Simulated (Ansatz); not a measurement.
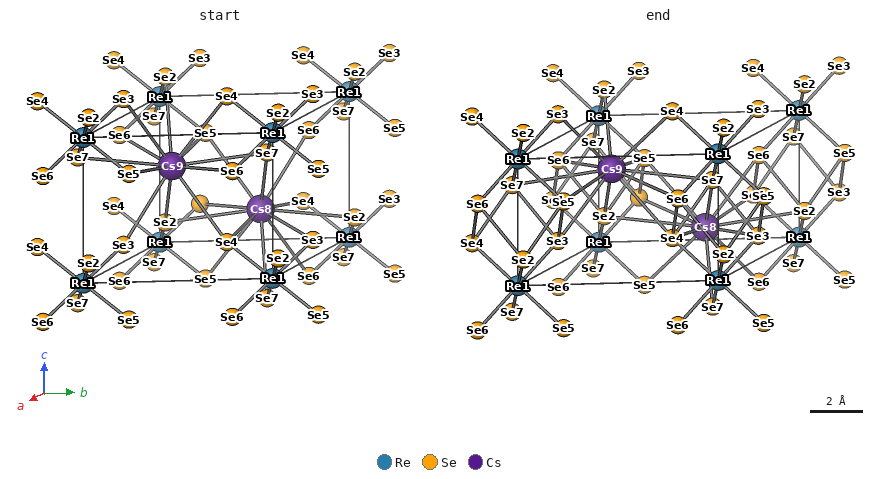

The structure of solid Cs2ReSe6 (a generated structure, set up in P-3m1) before (left) and after (right) a relaxation, at one scale.

The picture is a ball-and-stick view of the cell of the calculation, seen slightly off an axis.

The start is a swapped structure.

Level of theory: Ansatz 0.2.0, DFT, PAW plane waves, PBEsol. Set-up: plane-wave cutoff 420 eV; k-point mesh 5 × 5 × 6; occupations fermi dirac; smearing width 0.1 eV; no spin polarisation; cell and atoms relaxed; force threshold 0.03 eV/Å; at most 80 steps.

Describe what moved and what it gained.

Answer. The largest moves relative to the cell, 0.48 Å, are those of Cs8 and Cs9. Cs8 goes along −c. By element the largest moves are Cs 0.48 Å, Se 0.43 Å. Re stays in place. The drawn cell changes as follows: a = b 7.362 → 7.785 Å (+5.7 %), c 5.792 → 5.033 Å (−13.1 %); the volume changes by −2.9 %. Among the contacts that change: Se2–Se5 3.809 → 2.801 Å, Se2–Se5 (another image) 3.165 → 3.568 Å, Se2–Cs8 3.718 → 3.933 Å, Se2–Cs9 3.787 → 3.607 Å. Among the angles between lasting bonds that change: Cs8–Se5–Cs8 102.5° → 88.9°, Cs8–Se5–Cs9 94.1° → 81.9°, Re1–Se5–Cs8 162.7° → 173.7°. The space group stays P-3m1 (No. 164). After 8 accepted moves (9 points after the start) the energy has fallen by 384 meV per atom. The largest force component goes from 2.3 to 0.0064 eV/Å. Pressure: 6.56 GPa at the start and −0.02 GPa at the end. The SCF was repeated once at an unchanged geometry on a basis and grid sized afresh for the cell, which shifted the energy by less than 0.05 meV per atom at most. The run took 8.5 min on 2 threads of Arm Neoverse N1, on a shared host, peak memory 0.87 GiB.
